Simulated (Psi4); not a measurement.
# BCl (SMILES [B]Cl): a chain of runs

Aim: a geometry optimisation (SVWN-RPA/cc-pVDZ), then vibrational wavenumbers (SVWN-RPA/cc-pVDZ), then the energy (CCSD(T)/cc-pVDZ) of BCl. The job is set up through a Python script.

The calculation is run with Psi4 1.11.

## 1. The molecule

BCl: 2 atoms, total charge 0, spin state singlet. As SMILES, `[B]Cl`. All atoms were displaced at random from a relaxed shape. The run starts from this shape.

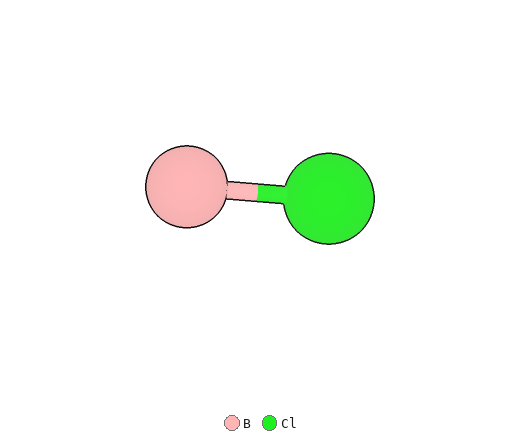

The structure, seen from a chosen angle (boron pink, chlorine green).

## 2. A structure relaxation at SVWN-RPA/cc-pVDZ (density fitting) (run 1)

File bcl.xyz:

```xyz
2
BCl
B     -0.005110    -0.045329     0.075262
Cl    -0.065715     0.004887     1.621466
```

File bcl.py:

```python
import psi4

psi4.set_memory('1600 MB')
psi4.set_num_threads(1)
psi4.core.set_output_file('bcl.out', False)

with open('bcl.xyz') as f:
    atoms = ''.join(f.readlines()[2:])
m = psi4.geometry('0 1\n' + atoms + 'symmetry c1')

psi4.set_options({
    'basis': 'cc-pVDZ',
    'geom_maxiter': 60,
})

E, wfn = psi4.optimize("svwn", return_wfn=True)
print(f'svwn energy: {E:.10f} Eh')
m.save_xyz_file('final.xyz', False)
```

The run is started by

```console
python bcl.py
```

bcl.out:

```text
[...]
  Running in c1 symmetry.
[...]
  Nuclear repulsion =   29.053024354539655
[...]
  Multiplicity = 1
[...]
  Nalpha       = 11
  Nbeta        = 11
[...]
    Number of basis functions: 32
[...]
   @DF-RKS iter   1:  -483.52985070990462    7.62364e-02   1.15579e-02 ADIIS/DIIS
[...]
   @DF-RKS iter   6:  -483.65264184172065   -3.69482e-12   6.39102e-09 DIIS
[...]
  @DF-RKS Final Energy:  -483.65264184172065
   => Energetics <=
    Nuclear Repulsion Energy =             25.9593746006007358
    One-Electron Energy =                -718.9036635239554016
    Two-Electron Energy =                 240.1361262571814450
    DFT Exchange-Correlation Energy =     -30.8444791755474661
    Empirical Dispersion Energy =           0.0000000000000000
    VV10 Nonlocal Energy =                  0.0000000000000000
    Total Energy =                       -483.6526418417206514
[...]
 Multipole Moments:
 ------------------------------------------------------------------------------------
     Multipole            Electronic (a.u.)      Nuclear  (a.u.)        Total (a.u.)
 ------------------------------------------------------------------------------------
 L = 1.  Multiply by 2.5417464519 to convert [e a0] to [Debye]
 Dipole X            :          0.0000000            0.0000000            0.0000000
 Dipole Y            :         -0.0000000            0.0000000           -0.0000000
 Dipole Z            :         -0.2325334            0.8769397            0.6444063
 Magnitude           :                                                    0.6444063
[...]
  -Total Gradient:
     Atom            X                  Y                   Z
    ------   -----------------  -----------------  -----------------
       1        0.000000000000    -0.000000000000     0.000153891753
       2        0.000000000000     0.000000000000    -0.000148981660
[...]
```

Standard output:

```text
Some dependencies such as QCElemental have not yet finished migration to pydantic v2. If issues are encountered please downgrade pydantic or upgrade QCElemental as appropriate
Optimizer: Optimization complete!
svwn energy: -483.6526418417 Eh
```

It took 9 s on 1 thread of AMD EPYC 7B13 (Zen 3), shared host; peak memory 0.29 GiB.

Steps, from the record of the run:

```
step  energy from the first frame kept (eV)  largest force (eV/Å)
   0                                 0.0000                6.5915
   1                                -0.4350                2.1554
   2                                -0.5053                0.7176
   3                                -0.5145                0.2662
   4                                -0.5158                0.1030
   5                                -0.5160                0.0406
   6                                -0.5161                0.0079
```

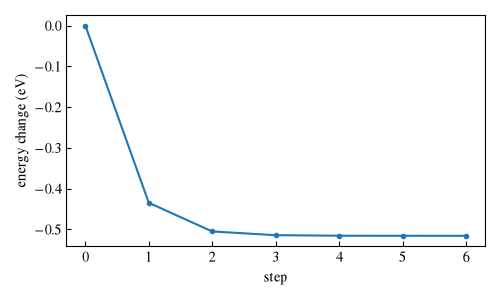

Energy along the run.

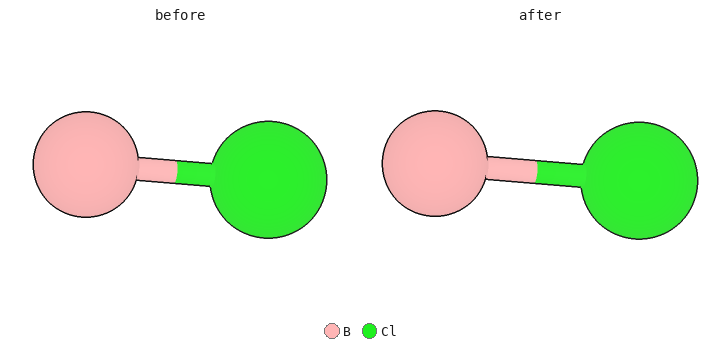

Before and after, at one scale.

After the run. Bond lengths: B1–Cl2 1.733 Å.

## 3. Vibrational wavenumbers at SVWN-RPA/cc-pVDZ (run 2)

File bcl.xyz:

```xyz
2
BCl
B      0.000383    -0.049880    -0.064882
Cl    -0.067444     0.006320     1.665588
```

File job.py:

```python
import psi4

psi4.set_memory(1600000000)
psi4.set_num_threads(1)
psi4.core.set_output_file('bcl.out', False)

with open('bcl.xyz') as f:
    atoms = ''.join(f.readlines()[2:])
mol = psi4.geometry('0 1\n' + atoms + 'symmetry c1')

options = {'basis': 'cc-pVDZ', 'reference': 'rks', 't': 298.15, 'rotational_symmetry_number': 1, 'scf_type': 'pk'}
psi4.set_options(options)

E = psi4.frequency('SVWN')
print(f'total energy {E:.8f} hartree = {E * 27.211386:.5f} eV')
for k in ('ZPVE', 'ENTHALPY', 'GIBBS FREE ENERGY'):
    print(f'{k}: {psi4.variable(k):.8f} Eh')
```

The run is started by

```console
python job.py
```

bcl.out:

```text
[...]
  Running in c1 symmetry.
[...]
  Nuclear repulsion =   25.959365548355745
[...]
  Multiplicity = 1
[...]
  Nalpha       = 11
  Nbeta        = 11
[...]
    Number of basis functions: 32
[...]
   @RKS iter   1:  -483.60751740865834   -1.60004e-01   7.39729e-03 ADIIS/DIIS
[...]
  -Total Gradient:
     Atom            X                  Y                   Z
    ------   -----------------  -----------------  -----------------
       1        0.000000000000     0.000000000000     0.000147075491
       2        0.000000000000     0.000000000000    -0.000142165680
[...]
   @RKS iter   9:  -483.65261064133188   -7.95808e-13   4.76220e-10 DIIS
[...]
  @RKS Final Energy:  -483.65261064133188
   => Energetics <=
    Nuclear Repulsion Energy =             25.9593655483557448
    One-Electron Energy =                -718.9033128811345250
    Two-Electron Energy =                 240.1357906486819047
    DFT Exchange-Correlation Energy =     -30.8444539572350571
    Empirical Dispersion Energy =           0.0000000000000000
    VV10 Nonlocal Energy =                  0.0000000000000000
    Total Energy =                       -483.6526106413318757
[...]
  ==> Harmonic Vibrational Analysis <==
[...]
  Freq [cm^-1]                 776.4649
[...]
  IR activ [km/mol]            216.0224
[...]
  Total E_0, Enthalpy at 0 [K]                                                         -483.65084172 [Eh]
[...]
  Total H, Enthalpy at  298.15 [K]                                                     -483.64745161 [Eh]
[...]
  Total G, Gibbs energy at  298.15 [K]                                                 -483.67168804 [Eh]
[...]
```

The script printed:

```text
total energy -483.65261064 hartree = -13160.85788 eV
ZPVE: 0.00176892 Eh
ENTHALPY: -483.64745161 Eh
GIBBS FREE ENERGY: -483.67168804 Eh
```

Run time: 13 s. Hardware: 1 thread of AMD EPYC 7B13 (Zen 3), shared host; peak memory 0.4 GiB.

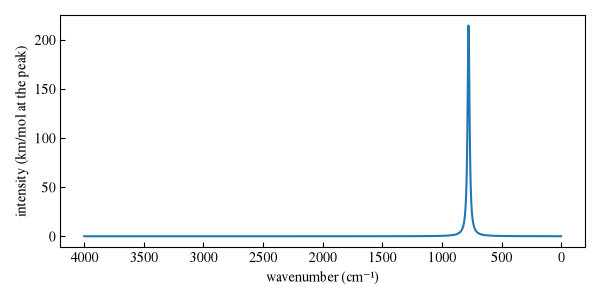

Harmonic infrared spectrum, unscaled, lines broadened by 10 cm⁻¹.

## 4. A single-point energy at CCSD(T)/cc-pVDZ (run 3)

bcl.xyz is that of step 3.

File job.py:

```python
import psi4

psi4.set_memory(1600000000)
psi4.set_num_threads(1)
psi4.set_output_file('psi4.out', False)

with open('bcl.xyz') as f:
    atoms = ''.join(f.readlines()[2:])
geom = psi4.geometry('0 1\n' + atoms + '')

psi4.set_options({
    'reference': 'rhf',
    'scf_type': 'pk',
    'freeze_core': 'true',
})

energy_value, wavefunction = psi4.energy('ccsd(t)/cc-pVDZ', return_wfn=True)
print(f'ccsd(t)/cc-pVDZ energy: {energy_value:.10f} Eh')
```

The run is started by

```console
python job.py
```

psi4.out:

```text
[...]
  Running in c2v symmetry.
[...]
  Nuclear repulsion =   25.959365548355745
[...]
  Multiplicity = 1
[...]
  Nalpha       = 11
  Nbeta        = 11
[...]
    Number of basis functions: 32
[...]
   @RHF iter   1:  -484.12867178080393   -4.90894e-01   5.25064e-03 DIIS/ADIIS
[...]
   @RHF iter  10:  -484.13708841497817   -2.27374e-13   3.17496e-09 DIIS
[...]
  @RHF Final Energy:  -484.13708841497817
   => Energetics <=
    Nuclear Repulsion Energy =             25.9593655483557448
    One-Electron Energy =                -718.9123208139363896
    Two-Electron Energy =                 208.8158668506024469
    Total Energy =                       -484.1370884149781659
[...]
 Multipole Moments:
 ------------------------------------------------------------------------------------
     Multipole            Electronic (a.u.)      Nuclear  (a.u.)        Total (a.u.)
 ------------------------------------------------------------------------------------
 L = 1.  Multiply by 2.5417464519 to convert [e a0] to [Debye]
 Dipole X            :          0.0000000           -0.0000000           -0.0000000
 Dipole Y            :          0.0000000            0.0000000            0.0000000
 Dipole Z            :         -0.4081278            0.8769400            0.4688122
 Magnitude           :                                                    0.4688122
[...]
      * MP2 total energy                      = -484.333253390980360
[...]
      * CCSD total energy                     = -484.361645454485426
[...]
      * CCSD(T) total energy                  = -484.368588310146094
```

The script printed:

```text
ccsd(t)/cc-pVDZ energy: -484.3685883101 Eh
```

It took 4.2 s on 1 thread of AMD EPYC 7B13 (Zen 3), shared host; peak memory 0.28 GiB.

## 5. What came out

| quantity | value |
| --- | --- |
| run 1, SVWN-RPA/cc-pVDZ: total energy at the end | -483.65264 Eh |
| run 1, SVWN-RPA/cc-pVDZ: dipole moment | 1.64 D |
| run 1, SVWN-RPA/cc-pVDZ: HOMO energy | -6.66 eV |
| run 1, SVWN-RPA/cc-pVDZ: LUMO energy | -3.42 eV |
| run 1, SVWN-RPA/cc-pVDZ: HOMO–LUMO gap | 3.24 eV |
| run 1, SVWN-RPA/cc-pVDZ: bond length | 1.733 Å |
| run 2, SVWN-RPA/cc-pVDZ: total energy | -483.65261 Eh |
| run 2, SVWN-RPA/cc-pVDZ: LUMO energy | -3.41 eV |
| run 2, SVWN-RPA/cc-pVDZ: harmonic wavenumber | 776 cm⁻¹ |
| run 2, SVWN-RPA/cc-pVDZ: zero-point energy | 4.6 kJ/mol |
| run 2, SVWN-RPA/cc-pVDZ: ideal-gas entropy at 298.15 K (symmetry number 1 as used) | 51.0 cal/(mol K) |
| run 3, CCSD(T)/cc-pVDZ: total energy | -484.36859 Eh |
| run 3, CCSD(T)/cc-pVDZ: HOMO energy (Hartree–Fock orbitals) | -10.37 eV |
| run 3, CCSD(T)/cc-pVDZ: LUMO energy (Hartree–Fock orbitals) | 1.91 eV |
| run 3, CCSD(T)/cc-pVDZ: HOMO–LUMO gap (Hartree–Fock orbitals) | 12.28 eV |
| run 3, CCSD(T)/cc-pVDZ: correlation energy (6 core orbitals frozen) | -231.5 mEh |
| run 3, CCSD(T)/cc-pVDZ: (T) correction | -6.94 mEh |
| run 3, CCSD(T)/cc-pVDZ: T1 diagnostic | 0.017 |

**Reading.** The optimisation (run 1, SVWN-RPA/cc-pVDZ) took 7 steps and changed the energy by -0.516 eV. The one mode (run 2, SVWN-RPA/cc-pVDZ) is real, so the shape is a minimum at this level. The triples (run 3, CCSD(T)/cc-pVDZ) make up 3.0 % of the correlation energy.
